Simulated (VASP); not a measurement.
Band structure of GePt3 (relaxed from the D03 structure, space group Fm-3m). All values below come from r2SCAN meta-GGA, VASP's PBE PAW potentials (set 64) (plane waves; VASP).

Unless said otherwise, spin-orbit coupling is left out, though it shifts the bands of the heavy elements here.

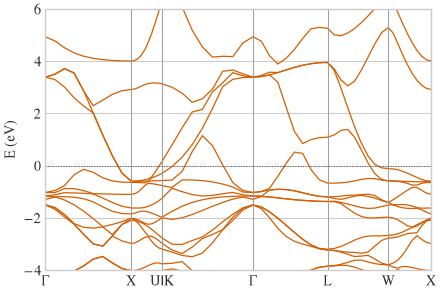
Figure: Bands along high-symmetry lines, zero at the valence-band maximum or, without a gap, the Fermi level

Task: Read the plot: is there a gap, and where are the band edges?

Result: It has no gap at this level: it comes out as a metal or semimetal.

The structure was generated: GePt3 was put into the D03 type (Fm-3m), which need not be its known phase. It was relaxed first, which changed the volume by -11 %.
